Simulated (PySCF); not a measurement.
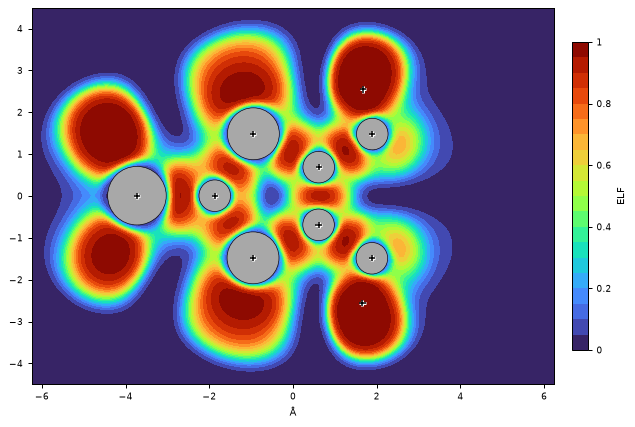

The ELF on a plane through atoms (crosses mark nuclei in the plane; grey discs cover the cores).

These are results of PySCF 2.14.0, PBE0/def2-SVPD, SCF density, gas phase, not measurements.

Candidates:
A. C5H7FO2
B. C5H9P2Si (SMILES Cc1pc([SiH3])[p-]c1C) (charge −1)
C. BCl2GeH3 (SMILES Cl[B](Cl)[GeH3])

> Which candidate gave the map?

Candidate B: C5H9P2Si on the plane of atoms C4, P6 and C7, which holds C, P, Si and H. C–C (1.38 Å): the ELF peaks at about 0.95 between the atoms, as expected for localised, covalent bonding. C–P (1.74 Å): the ELF peaks at about 0.90 between the atoms: a covalent bond.
